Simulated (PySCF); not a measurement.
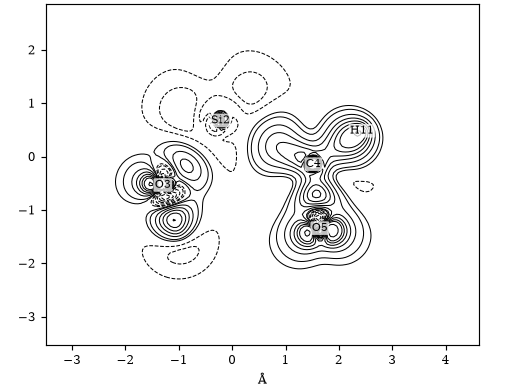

Figure. C2H6O2Si, SMILES `C[SiH](O)C=O`. Deformation density (molecule less spherical, spin-averaged free atoms) in the plane of Si2, O3, C4, O5 and H11; contours at ±0.05 to ±0.8 e/Å³; solid lines: gain, dashed lines: loss.

PySCF calculation, PBE/aug-cc-pVDZ, gas phase; geometry: GFN2-xTB. No frequency check shows the geometry to be a minimum.

**Describe the bonding that the map shows.**

C4–H11: +0.68 e/Å³ at the bond critical point (bond length 1.11 Å). C4–O5: +0.52 e/Å³ at the bond critical point (bond length 1.21 Å). Si2–C4: +0.13 e/Å³ at the bond critical point (bond length 1.92 Å). Si2–O3: +0.02 e/Å³ at the bond critical point (bond length 1.62 Å); up to 0.6 Å beside the axis the gain reaches +0.32 e/Å³. In all, 2.5 electrons gather in the regions of gain relative to the promolecule. A small or negative value marks a very polar bond, one between electron-rich atoms, whose free-atom densities already overlap strongly, a long bond to a heavier atom, or a closed-shell contact such as a hydrogen bond.
